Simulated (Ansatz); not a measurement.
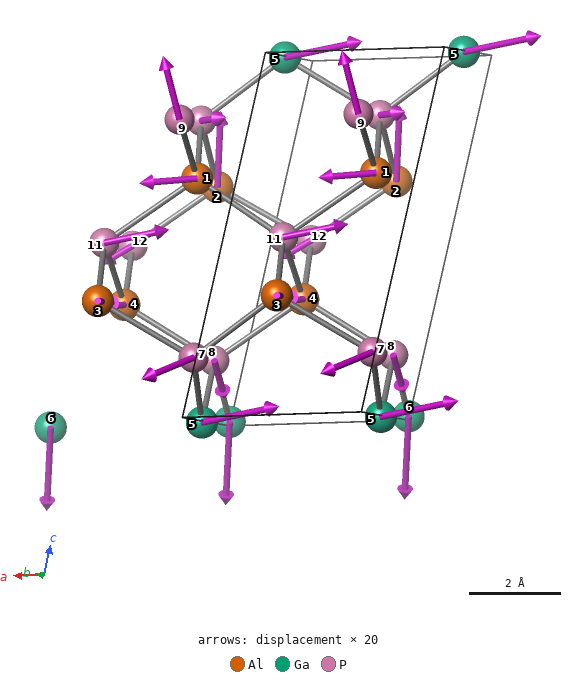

This is a relaxation of a crystal of Al₂GaP₃ (a generated structure, set up in P1) (coarse preliminary run). The starting structure is drawn; purple arrows show the displacements (the part carried along by the change of the cell is left out), 20 times their true length.

Style: ball-and-stick. Shown: the cell of the calculation, repeated 2 × 1 × 1 with one cell outlined, from a free direction.

The calculation used DFT PBE, scalar-relativistic, plane waves, PAW in Ansatz.

Input file:
```yaml
crystal:
  lattice:
    - [3.9644988665, -0.0391062809, -0.0440213199]
    - [0.0782125617, -7.7964767238, 0.0195871036]
    - [-1.9084806865, 1.9894339146, -8.0119408014]
  atoms:
    - { symbol: Al, position: [0.3159153152, 0.6640906282, 0.6673990536] }
    - { symbol: Al, position: [0.3303836165, 0.1594694369, 0.6560638718] }
    - { symbol: Al, position: [0.6672994679, 0.846991491, 0.3330009996] }
    - { symbol: Al, position: [0.6570985411, 0.3274234232, 0.3341715305] }
    - { symbol: Ga, position: [0.02349725, 0.4945202548, -0.0015693979] }
    - { symbol: Ga, position: [0.0020971852, 1.0112728105, 0.010712678] }
    - { symbol: P, position: [0.0725178818, 0.7866926818, 0.1700513063] }
    - { symbol: P, position: [0.0866412759, 0.3000100655, 0.1730444109] }
    - { symbol: P, position: [0.4097127481, 0.954145396, 0.8237139997] }
    - { symbol: P, position: [0.4258121675, 0.454346001, 0.8324035861] }
    - { symbol: P, position: [0.7672027974, 0.6247320227, 0.4990813235] }
    - { symbol: P, position: [0.7418217534, 0.1263057883, 0.501926638] }
basis:
  ecutwfc: 420
kpoints:
  mp_grid: { grid: [4, 2, 4] }
hamiltonian:
  xc: pbe
scf:
  occupations: { method: gaussian, width: 0.1 }
  lower_state_search: "off"
output:
  forces: true
  stress: true
  eigenvalues: true
relax:
  adjacent_minimum: "off"
  f_tol: 0.025
  max_steps: 60
  cell: { stress_tol: 0.25 }
```

Command:
```bash
ansatz run input.yaml --threads 1 --pin off --max-ram 2560MiB --backend cpu --events-out ev --progress --plain --runs-dir out
```

> Describe the change and its energy.

The energy falls by 41.1 meV per atom in 2 accepted moves (3 points after the start). The largest force component goes from 1.3 to 0.022 eV/Å. Pressure: 1.34 GPa at the start and −0.01 GPa at the end. The SCF was repeated once at an unchanged geometry on a basis and grid sized afresh for the cell, which shifted the energy by 0.1 meV per atom at most. The largest move relative to the cell is that of Ga6, 0.11 Å along [0 −1 −1]. Largest moves by element: Ga 0.11 Å, Al 0.11 Å, P 0.07 Å. Cell: a 3.965 → 3.915 Å (−1.3 %), b 7.797 → 7.823 Å (+0.3 %), c 8.473 → 8.643 Å (+2.0 %), α 103.9° → 103.1°, β 102.5° → 102.9°, γ 88.9° → 90.0°. Volume +1.2 %. Among the contacts that change: Ga6–P9 2.513 → 2.392 Å, Al2–P12 2.276 → 2.385 Å, Al1–P11 2.491 → 2.386 Å, Al3–P12 2.287 → 2.387 Å. Bond angles that change, for instance: P8–Al4–P11 101.5° → 109.0°, Al3–P7–Ga6 102.3° → 109.2°, Al1–P11–Al4 103.1° → 108.9°. The space group stays P1 (No. 1). The run took 43 s on 1 thread of Intel(R) Xeon(R) 6975P-C (Granite Rapids), on a shared host, peak memory 0.57 GiB.
